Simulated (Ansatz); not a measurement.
Base system: ZnS in the wurtzite structure (space group P6_3mc, No. 186; a = 3.845 Å, c = 6.305 Å).

One thing is altered: cell and atoms relaxed at a pressure of 4.5 GPa.

Level of theory: Ansatz (a first-principles code) PBE, scalar-relativistic without spin-orbit coupling.

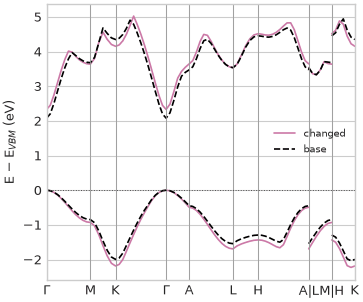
Figure: Highest valence and lowest conduction band along the path, each from its own valence-band maximum

Problem. From the figure, how large is the changed gap, and is it direct?

Solution. About 2.3 eV, direct at Γ.

Load acts through the strain it causes; cell and atoms are relaxed under it. Whether these cells are dynamically stable was not tested. Tetrahedral semiconductors of this kind turn to denser phases somewhere between about 1 and 50 GPa; those were not computed, so compressed cells here can lie past the real transition.
